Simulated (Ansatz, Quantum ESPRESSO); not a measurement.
# Tb (P6_3/mmc): electron-phonon coupling, part 3 of 4

Aim: phonons of metallic Tb (P6_3/mmc) and how strongly they couple to the electrons.

Quantum ESPRESSO 7.5; DFT PBE, scalar-relativistic, plane waves, PseudoDojo norm-conserving, 4f in core pseudopotentials.

So far. Step 7 (Linear response on the mesh): The acoustic modes at Γ come out as far as 0.6 cm⁻¹ from zero, where they should vanish, a small numerical error. Step 9 (Dispersion): All branches are real along the path. The relaxed cell has a = 3.595, c = 5.641 Å (conventional setting).

## 10. Density of states

Sums over the zone need many more wavevectors than were solved, so the interpolation is sampled on a dense mesh.

File matdyn.in:

```
&INPUT
  asr    = 'crystal'
  flfrc  = 'x.fc'
  dos    = .true.
  fldos  = 'x.dos'
  nk1    = 14
  nk2    = 14
  nk3    = 8
  deltaE = 0.3
  la2F   = .true.
/
```

The run is started by

```sh
> matdyn.x -in matdyn.in > matdyn.out
```

Numbers of over 12 decimals in the logs are rounded to 6 here.

What it wrote:

```text
[banner, memory and clock lines left out]
Program MATDYN v.7.5

 mass for atomic type   1 not given; uses mass from file x.fc
 Norm of the difference between old and new effective charges:    0.000000

 Norm of the difference between old and new force-constants:   1.6903e-06

     Message from routine matdyn:
     Z* not found in file x.fc, TO-LO splitting at q=0 will be absent!
 Norm of the difference between old and new effective charges:    0.000000

 Norm of the difference between old and new force-constants:   1.68534e-05

 Norm of the difference between old and new effective charges:    0.000000

 Norm of the difference between old and new force-constants:   3.83072e-05

 Norm of the difference between old and new effective charges:    0.000000

 Norm of the difference between old and new force-constants:   7.80783e-05

 Norm of the difference between old and new effective charges:    0.000000

 Norm of the difference between old and new force-constants:   0.000124239

 Norm of the difference between old and new effective charges:    0.000000

 Norm of the difference between old and new force-constants:   0.000186658

 Norm of the difference between old and new effective charges:    0.000000

 Norm of the difference between old and new force-constants:   0.000283365

 Norm of the difference between old and new effective charges:    0.000000

 Norm of the difference between old and new force-constants:   0.000434198

 Norm of the difference between old and new effective charges:    0.000000

 Norm of the difference between old and new force-constants:   0.000658593

 Norm of the difference between old and new effective charges:    0.000000

 Norm of the difference between old and new force-constants:   0.000969029

 Norm of the difference between old and new effective charges:    0.000000

 Norm of the difference between old and new force-constants:   0.00136834

Note: The following floating-point exceptions are signalling: IEEE_UNDERFLOW_FLAG
```

Wall time 12 s (1 thread of Intel Xeon at 2.70GHz, shared host).

Read from the output:

* share of modes beyond 3i cm⁻¹ on the dense interpolated mesh: 0
* electron-phonon coupling constant: 0.7985
* logarithmic mean frequency weighted by the coupling: 97.08 K
* zero-point energy per atom: 14.35 meV
* heat capacity at 300 K: 24.64 J/(mol atoms K)
* vibrational entropy at 300 K: 51.04 J/(mol atoms K)

The phonon density of states has structure finer than the step of the table below, so its rows give means over 5 cm⁻¹, whole bins alone (the curve runs from 0 to 112 cm⁻¹). Peaks (cm⁻¹: height): 53.4: 0.108, 105.6: 0.227.

Tetrahedra. The phonon density of states by wavenumber; means over each step:

| wavenumber (cm⁻¹) | phonon density of states (1/cm⁻¹/cell) |
| --- | --- |
| 5 | 1.1e-4 |
| 10 | 4.2e-4 |
| 15 | 0.00126 |
| 20 | 0.00267 |
| 25 | 0.00474 |
| 30 | 0.00781 |
| 35 | 0.0118 |
| 40 | 0.0187 |
| 45 | 0.0471 |
| 50 | 0.0998 |
| 55 | 0.0919 |
| 60 | 0.0823 |
| 65 | 0.0700 |
| 70 | 0.0618 |
| 75 | 0.0741 |
| 80 | 0.0880 |
| 85 | 0.0801 |
| 90 | 0.0826 |
| 95 | 0.0804 |
| 100 | 0.0841 |
| 105 | 0.158 |

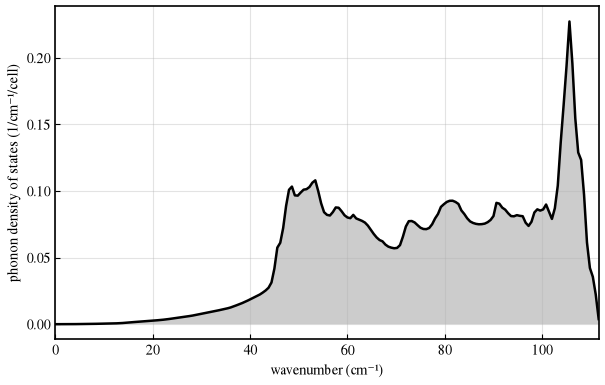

Phonon density of states, plotted against wavenumber.

Harmonic thermodynamic functions per atom, summed over the density of states scaled to three modes an atom; melting is ignored. Thermodynamic functions:

```
T (K)  F_vib (meV/atom)  S (J/mol-atom/K)  C_V (J/mol-atom/K)
    0             14.35                 0                   0
   50             12.44             10.95               16.72
  100              2.93             24.81               22.39
  200            -32.09             41.11               24.27
  300            -80.18             51.04               24.64
  400            -136.9             58.15               24.77
  500            -200.2             63.68               24.83
  600            -268.6             68.21               24.87
  700            -341.3             72.05               24.89
  800            -417.8             75.37                24.9
  900            -497.4              78.3               24.91
 1000              -580             80.93               24.92
```

λ by broadening:

| broadening (Ry) | lambda | N(E_F) (states/spin/Ry/cell) | ω_log (K) |
| --- | --- | --- | --- |
| 0.005 | 0.9307 | 23.8 | 98.16 |
| 0.01 | 0.9072 | 24.73 | 97.18 |
| 0.015 | 0.8566 | 24.4 | 96.98 |
| 0.02 | 0.7985 | 23.52 | 97.08 |
| 0.025 | 0.7459 | 22.46 | 97.25 |
| 0.03 | 0.7013 | 21.44 | 97.41 |
| 0.035 | 0.6648 | 20.55 | 97.56 |
| 0.04 | 0.6359 | 19.83 | 97.69 |
| 0.045 | 0.6139 | 19.28 | 97.8 |
| 0.05 | 0.5977 | 18.87 | 97.86 |

The alpha^2 F has structure finer than the step of the table below, so its rows give means over 1 meV, whole bins alone (the curve runs from 0.019 to 13.9 meV). Peaks (meV: height): 6.0: 0.693, 13.1: 1.03.

Gaussian broadening 0.02 Ry. The alpha^2 F by phonon energy; means over each step:

| phonon energy (meV) | alpha^2 F |
| --- | --- |
| 1 | 6.6e-5 |
| 2 | 7.9e-4 |
| 3 | 0.00373 |
| 4 | 0.0124 |
| 5 | 0.0422 |
| 6 | 0.514 |
| 7 | 0.466 |
| 8 | 0.354 |
| 9 | 0.331 |
| 10 | 0.406 |
| 11 | 0.362 |
| 12 | 0.368 |
| 13 | 0.586 |

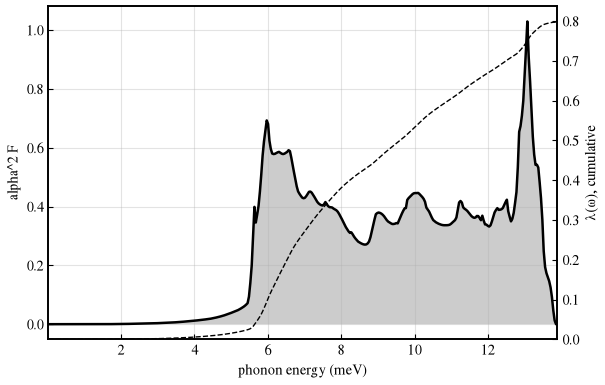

Alpha^2 F, plotted against phonon energy. The dashed line is the running λ.

At 300 K the heat capacity has reached 99 % of the Dulong-Petit value.

## 11. A second program

The same cell goes through another code at the same cutoff. The potentials differ. Its k mesh is centred on Γ.

This step: DFT PBE, scalar-relativistic, plane waves, norm-conserving pseudopotentials, 4f in core (Ansatz 0.2.0).

File input.yaml:

```yaml
crystal:
  lattice:
    - [3.5946354248, 0.0, 0.0]
    - [-1.7973177121, 3.1130455953, 0.0]
    - [0.0, 0.0, 5.640773006]
  atoms:
    - { symbol: Tb, position: [0.3333333333, 0.6666666667, 0.25] }
    - { symbol: Tb, position: [0.6666666667, 0.3333333333, 0.75] }
kpoints:
  mp_grid: { grid: [12, 12, 6] }
hamiltonian:
  xc: pbe
  pseudopotentials:
    kind: nc
    azcp: { Tb: "pseudopotentials/pbe/nc/lanthanide_3plus/Tb.nc.azcp" }
    accuracy: standard
scf:
  occupations: { method: cold, width: 0.27211 }
output:
  eigenvalues: true
basis:
  ecutwfc: 571.439
phonons:
  method: dfpt
  qmesh: [3, 3, 2]
  temperatures: { t_max: 1000, t_step: 50 }
  qpath:
    path:
      - [[0.0, 0.0, 0.0], [0.5, 0.0, 0.0], [0.33333333, 0.33333333, 0.0], [0.0, 0.0, 0.0], [0.0, 0.0, 0.5], [0.5, 0.0, 0.5], [0.33333333, 0.33333333, 0.5], [0.0, 0.0, 0.5]]
      - [[0.5, 0.0, 0.5], [0.5, 0.0, 0.0]]
      - [[0.33333333, 0.33333333, 0.5], [0.33333333, 0.33333333, 0.0]]
    npoints: 12
  electrical_resistivity: { temperatures: [77, 300], mesh: [24, 24, 12] }
```

The run is started by

```sh
> ansatz run input.yaml --threads 8 --pin off --max-ram 16384MiB --backend cpu --events-out ev --progress --plain --runs-dir out
```

What it wrote:

```text
Warning: basis.ecutwfc = 571.439 eV is below the records' recommended 680.284656 eV, and the density's cutoff is lower with it unless basis.ecutrho_ratio is high enough to keep the records' density cutoff: compare with a run at a higher cutoff
Engine: ansatz 0.2.0, x86_64-unknown-linux-gnu
Pseudopotentials: kind: nc
Pseudopotential: Tb, nc, valence charge 11, recommended cutoff 680.284656 eV (normal), <dir>
Functional definition: PBE
  parameter kappa = 0.804
  parameter beta = 0.066725
  exchange = pbe_x(kappa = kappa, mu = beta*pi^2/3)
  correlation = pbe_c(beta = beta)
Crystal: 2 atoms, lattice volume = 63.122 Å³
Basis set: ecut = 571.439 eV, 1923 PW (Γ), exchange–correlation on 60×60×96 points (8 copies of the dense FFT grid, shifted against one another)
Bands: 15, of which v1, the nominal top of the filled ones, is band 11 counted from 1 (10 counted from 0)
Symmetry: 24 space group operations
k-points: 76 of 864
Non-local potential: Tb, projectors of the file, l = 0: 2, l = 1: 2, l = 2: 2, l = 3: 1
Initial density: superposition of atomic densities (chi_scale 0.1, normalization cell)
Initial wavefunctions: pseudopotential atomic-orbital guess
Functional: x = pbe(κ = 0.804, μ = 0.219515), c = pbe(β = 0.066725)
SCF iter   1: F=—  HF=-2320.887165 eV  |F-HF|=—  |Δ(HF+E_count)|=         —  Δρ=1.14e-2  dr2=1.15e-1  ethr=3.10e-3  ⟨swp⟩=5.0  Hψ=5085  notcnv=0
preconditioner: auto → Kerker (q_TF=auto, 2.289 Å⁻¹)  [metal: Δε(μ)=0.029 eV  Ē_g=2.763 eV  σ=0.272 eV  W_gap=0.07  n_scr=10 (ndim 8)  ℏωp=11.4 eV  f_vac=0.000  D(μ)=3.45/eV (n_scr^D=34)]
SCF iter   2: F=—  HF=-2320.870053 eV  |F-HF|=—  |Δ(HF+E_count)|=   1.71e-2  S|Δr|=    0.00e0  Δρ=7.33e-3  dr2=4.88e-2  ethr=5.24e-4  ⟨swp⟩=1.1  Hψ=1758  notcnv=0
SCF iter   3: F=—  HF=-2320.860628 eV  |F-HF|=—  |Δ(HF+E_count)|=   9.42e-3  S|Δr|=    0.00e0  Δρ=1.13e-3  dr2=5.86e-4  ethr=2.22e-4  ⟨swp⟩=2.6  Hψ=1864  notcnv=0
SCF iter   4: F=—  HF=-2320.860571 eV  |F-HF|=—  |Δ(HF+E_count)|=   5.68e-5  S|Δr|=    0.00e0  Δρ=8.39e-5  dr2=3.87e-6  ethr=2.67e-6  ⟨swp⟩=2.0  Hψ=1673  notcnv=0
SCF iter   5: F=—  HF=-2320.860571 eV  |F-HF|=—  |Δ(HF+E_count)|=   4.66e-8  S|Δr|=    0.00e0  Δρ=2.66e-5  dr2=4.22e-7  ethr=1.76e-8  ⟨swp⟩=2.5  Hψ=1929  notcnv=0
SCF iter   6: F=—  HF=-2320.860571 eV  |F-HF|=—  |Δ(HF+E_count)|=   1.47e-7  S|Δr|=    0.00e0  Δρ=3.56e-6  dr2=6.15e-9  ethr=1.92e-9  ⟨swp⟩=2.6  Hψ=1826  notcnv=0
SCF iter   7: F=—  HF=-2320.860571 eV  |F-HF|=—  |Δ(HF+E_count)|=   1.23e-9  S|Δr|=    0.00e0  Δρ=5.56e-7  dr2=1.28e-10  ethr=2.80e-11  ⟨swp⟩=2.2  Hψ=1993  notcnv=0
SCF iter   8: F=-2320.860571 eV  HF=-2320.860571 eV  |F-HF|=0.00e0  |Δ(HF+E_count)|=  6.55e-11  S|Δr|=    0.00e0  Δρ=8.80e-8  dr2=4.47e-12  ethr=1.00e-12  ⟨swp⟩=7.4  Hψ=6401  notcnv=0
SCF 1 converged in 8 iterations: F = -2320.860571 eV  dr2 = 4.47e-12
NSCF: frozen V_eff on 76 k-points
NSCF: frozen V_eff on 172 k-points
DFPT response loops at q = (0, 0, 0) (fractional): preconditioner auto → Kerker (q_TF=auto, 2.289 Å⁻¹) (partly filled bands, converged f_vac=0.000); β = 1.00, the filter's whole step (`scf.mixing.beta` (0.50) is not read by the response loops under this deck's `scf.mixing.preconditioner`; to damp them name `kerker` or `kerker_dos`, under which they read `scf.mixing.beta`, and type it under 1.00, their step now; both keys bind the ground state too); Broyden in place of MSR1
NSCF: frozen V_eff on 344 k-points
DFPT response loops at q = (0, 0, -0.5) (fractional): mixed as the last ones told, above
NSCF: frozen V_eff on 624 k-points
DFPT response loops at q = (0, 0.333333, 0) (fractional): mixed as the last ones told, above
NSCF: frozen V_eff on 624 k-points
DFPT response loops at q = (0, 0.333333, -0.5) (fractional): mixed as the last ones told, above
NSCF: frozen V_eff on 624 k-points
DFPT response loops at q = (0.333333, 0.333333, 0) (fractional): mixed as the last ones told, above
NSCF: frozen V_eff on 624 k-points
DFPT response loops at q = (0.333333, 0.333333, -0.5) (fractional): mixed as the last ones told, above
SCF iter   1: F=—  HF=-2320.887165 eV  |F-HF|=—  |Δ(HF+E_count)|=         —  Δρ=1.14e-2  dr2=1.15e-1  ethr=3.10e-3  ⟨swp⟩=5.0  Hψ=5085  notcnv=0
SCF iter   2: F=—  HF=-2320.870053 eV  |F-HF|=—  |Δ(HF+E_count)|=   1.71e-2  S|Δr|=    0.00e0  Δρ=7.33e-3  dr2=4.88e-2  ethr=5.24e-4  ⟨swp⟩=1.1  Hψ=1758  notcnv=0
SCF iter   3: F=—  HF=-2320.860628 eV  |F-HF|=—  |Δ(HF+E_count)|=   9.42e-3  S|Δr|=    0.00e0  Δρ=1.13e-3  dr2=5.86e-4  ethr=2.22e-4  ⟨swp⟩=2.6  Hψ=1864  notcnv=0
SCF iter   4: F=—  HF=-2320.860571 eV  |F-HF|=—  |Δ(HF+E_count)|=   5.68e-5  S|Δr|=    0.00e0  Δρ=8.39e-5  dr2=3.87e-6  ethr=2.67e-6  ⟨swp⟩=2.0  Hψ=1673  notcnv=0
SCF iter   5: F=—  HF=-2320.860571 eV  |F-HF|=—  |Δ(HF+E_count)|=   4.66e-8  S|Δr|=    0.00e0  Δρ=2.66e-5  dr2=4.22e-7  ethr=1.76e-8  ⟨swp⟩=2.5  Hψ=1929  notcnv=0
SCF iter   6: F=—  HF=-2320.860571 eV  |F-HF|=—  |Δ(HF+E_count)|=   1.47e-7  S|Δr|=    0.00e0  Δρ=3.56e-6  dr2=6.15e-9  ethr=1.92e-9  ⟨swp⟩=2.6  Hψ=1826  notcnv=0
SCF iter   7: F=—  HF=-2320.860571 eV  |F-HF|=—  |Δ(HF+E_count)|=   1.23e-9  S|Δr|=    0.00e0  Δρ=5.56e-7  dr2=1.28e-10  ethr=2.80e-11  ⟨swp⟩=2.2  Hψ=1993  notcnv=0
SCF iter   8: F=-2320.860571 eV  HF=-2320.860571 eV  |F-HF|=4.55e-13  |Δ(HF+E_count)|=  6.64e-11  S|Δr|=    0.00e0  Δρ=8.74e-8  dr2=4.50e-12  ethr=1.00e-12  ⟨swp⟩=3.0  Hψ=2987  notcnv=0
SCF 2 converged in 8 iterations: F = -2320.860571 eV  dr2 = 4.50e-12
NSCF: frozen V_eff on 76 k-points
NSCF: frozen V_eff on 76 k-points
[...]
SCF converged after 8 iterations
Stability not checked: this state was not tested for a lower state beside it, because cold or Methfessel-Paxton smearing, or corrected tetrahedra, fill the levels in a way that the test cannot read (fill_not_monotonic; see scf.lower_state_search)
Free energy (F): -2320.860571 eV
Harris-Foulkes:  -2320.860571 eV  (|F-HF|=0.00e0)
Internal energy: -2320.843590 eV  (E = F + TS)
E sigma→0 (E₀):  -2320.854911 eV
Entropy (-TS):   -0.016981 eV (-8.490 meV/atom)
Fermi energy:    10.546698 eV
--- Per-component energies (eV) ---
  E_band       = -229.523496
  E_kinetic    = 561.501161
  E_local      = -1074.564780  (includes V_loc(G=0)·N_el)
  E_nonlocal   = 63.248366
  E_hartree    = 307.164465
  E_xc         = -586.192202
  E_vxc        = -394.037166  (∫ρ·V_xc dr)
  E_ewald      = -1592.000601
  E_smearing   = -0.016981  (= −TS)
  E_closure    = 0.000000  (closes the sum)
  Σ components = -2320.860571   (vs F -2320.860571, Δ=0.00e0)
--- Band table (eV; the first three rows and the last of 76) ---
  k-point 0: bands = [... 7 lower, -11.6168, 5.5877, 8.3750, 11.9882, 12.2927, 12.2927, 12.6451, 13.0072]
  k-point 1: bands = [... 7 lower, -11.6713, 5.7963, 8.2939, 11.7079, 12.1848, 12.1848, 12.4492, 12.8295]
  k-point 2: bands = [... 7 lower, -11.6939, 6.3766, 7.9173, 11.3712, 11.9747, 12.0984, 12.0984, 12.4796]
  k-point 75: bands = [... 7 lower, -11.7575, 9.9518, 9.9518, 10.1520, 10.1520, 11.1675, 11.1675, 13.4659]
--- Phonons (Γ-DFPT): 2 representative perturbations + reference (Σ response iterations 8) ---
  ASR residual: 2.416e-5 → 0.000e0 eV/Å²; symmetrization residual: 8.609e-10 eV/Å²
  ASR residual per site (eV/Å²): 2.42e-5 2.42e-5
  Γ frequencies (cm⁻¹): 0.00 0.00 0.00 63.35 63.35 107.60
--- Phonons (arbitrary-q DFPT): 6 irreducible q on the 3×3×2 mesh ---
  q = [0.0000, 0.0000, 0.0000] (star 1, of the zone-centre solve; hermiticity 2.54e-10, symmetrization 1.27e-10): -0.00 -0.00 -0.00 63.35 63.35 107.60
  q = [0.0000, 0.0000, -0.5000] (star 1, 2 solved perturbations in 248 linear systems a pass and spin channel, the states on 172 of 864 k-point pairs; hermiticity 2.41e-8, symmetrization 1.21e-8): 45.06 45.06 45.06 45.06 83.52 83.52
  q = [0.0000, 0.3333, 0.0000] (star 6, 3 solved perturbations on 312 of 864 k-point pairs; hermiticity 4.59e-8, symmetrization 1.93e-9): 47.90 51.64 86.10 87.18 94.23 105.69
  q = [0.0000, 0.3333, -0.5000] (star 6, 3 solved perturbations on 312 of 864 k-point pairs; hermiticity 4.44e-8, symmetrization 1.58e-9): 63.75 63.75 67.38 67.38 101.75 101.75
  q = [0.3333, 0.3333, 0.0000] (star 2, 2 solved perturbations in 436 linear systems a pass and spin channel, the states on 312 of 864 k-point pairs; hermiticity 2.33e-8, symmetrization 1.16e-8): 77.12 77.12 78.60 78.60 94.15 106.08
  q = [0.3333, 0.3333, -0.5000] (star 2, 2 solved perturbations in 436 linear systems a pass and spin channel, the states on 312 of 864 k-point pairs; hermiticity 2.43e-8, symmetrization 1.21e-8): 43.06 43.06 97.58 97.58 101.65 101.65
  sum rule: each row above includes the acoustic sum rule's correction from the zone centre's row sums; it moved no ω² by more than (0.20 cm⁻¹)²
  mesh force constants: q→R imaginary residual 1.58e-16; ASR residual 2.416e-5 → 0.000e0 eV/Å²; symmetrization residual 3.109e-15 eV/Å²
  interpolated dispersion: 111 rows × 6 modes
  density of states and harmonic sums: on the 21×21×12 q-mesh, interpolated from the force constants of a 3×3×2 supercell (no non-analytic term)
  largest difference from the sums on the solved wave vectors: F 4.67e-2 eV, S 6.10e-5 and C_V 1.43e-5 eV/K
  zero-point energy: 0.028499 eV/cell   skipped modes (ω ≤ 0): 3   left out of the sums: 9.45e-5 of the cell's modes: C_V's classical limit lies that fraction below 3 k_B per atom; for a crystal, a wire or a layer, F and S can be off by more, and a phonons.interpolated_qmesh denser along its periods is the remedy for the sampling
--- Electrical resistivity: potentials and phonons of a 3×3×2 supercell ---
  scattering by harmonic phonons alone, with no dipole-dipole term; scattering by other electrons, impurities, surfaces and spin disorder is left out, and so is spin–orbit coupling
  the resistivity is that of a variational response, whose dependence on the energy is improved iteratively
  at the Fermi level of each mesh (of a tensor a third of its trace):
           mesh   spin    states/(eV spin)  plasma energy (eV)         λ      λ_tr    ħω_log (meV)
       24×24×12                     1.8030              4.4699    0.8322    0.8934           8.045
        12×12×6                     1.9037              4.5279    0.8708    0.9217           8.126
          6×6×3                     1.5194              3.8228    0.6925    0.7672           8.197
  resistivity on the deck's mesh, µΩ·cm:
     T (K)       trace/3  mesh converged            xx            yy            zz    lowest order   relaxation time
     77.00      1.2664e1             yes      1.5027e1      1.5027e1      7.9365e0        1.3123e1          1.2389e1
    300.00      5.7519e1              no      6.8297e1      6.8297e1      3.5964e1        5.9334e1          5.6265e1
  mean free path at 77 K (of a tensor a third of its trace): 8.96 nm by what each carries, 8.17 by the Fermi surface alone
  Hall coefficient in a weak field at 77 K (a third of the trace): -1.298e-10 m³/C (as a tensor it moves by 13.9 % between the two finest meshes); by each state's relaxation time: -1.302e-10 m³/C; by a constant relaxation time: -1.057e-10 m³/C
  mean free path at 300 K (of a tensor a third of its trace): 1.97 nm by what each carries, 1.80 by the Fermi surface alone
  Hall coefficient in a weak field at 300 K (a third of the trace): -1.254e-10 m³/C (as a tensor it moves by 13.3 % between the two finest meshes); by each state's relaxation time: -1.260e-10 m³/C; by a constant relaxation time: -1.047e-10 m³/C
  the resistivity times a path that all electrons share, by the Fermi surface of the deck's mesh alone (a third of the trace): 1.045e-15 Ω·m²
  not converged in the mesh (λ; λ_tr; the resistivity at 300 K by 2.36 %): between neighbouring meshes, the two finest first, λ moves by 4.64 % and 20.48 %, λ_tr by 3.53 % and 17.08 % and the resistivity by up to 2.36 % and 15.37 %; an estimate, no bound, puts it up to 7.9e-7 % above the Boltzmann equation's exact value after up to 3 iterations (at most 30 are made, fewer where the estimate is under 1.0e-6 % of each spin channel's own resistivity)
  vibrations of 18 cells: unjudged by the run; compare a larger repeat
  the changes of the potential over all sites missed a rigid shift's by 0.00 % (the site terms' by 0.00 %)
  at the force constants' own smearing the fine mesh and the k-points of their solves give squared frequencies that differ by 3.3 % of the larger at the most, at (0, 0, 0)
```

It took 5 min on 8 threads; peak memory 2.5 GiB.

Read from the output:

```
sum-rule residual before enforcement                               : 2.42e-5 eV/Å²
mean frequency                                                     : 76.6 cm⁻¹
Debye temperature (second moment)                                  : 148 K
logarithmic mean frequency                                         : 73.1 cm⁻¹
electron-phonon coupling constant                                  : 0.8322
logarithmic mean frequency weighted by the coupling                : 93.4 K
highest optical zone-centre mode (no LO-TO term)                   : 107.6 cm⁻¹
lowest optical zone-centre mode                                    : 63.35 cm⁻¹
lowest mode on the q mesh (acoustic ones at the zone centre apart) : 43.06 cm⁻¹
zero-point energy per atom                                         : 14.25 meV
vibrational entropy at 300 K                                       : 51.23 J/(mol atoms K)
```

(Continued in part 4 of 4.)

[Host names and launcher messages were left out of these logs when they were recorded.]

[Logs are printed without paths, hosts, clocks, repeated set-up lines and the standing remarks that a program may print on its own settings, such as how far it seeks lower states.]

[Hosts, paths, dates, database ids (printed as entryN), source tags and the programs' standing remarks are cut or masked in the printed files.]
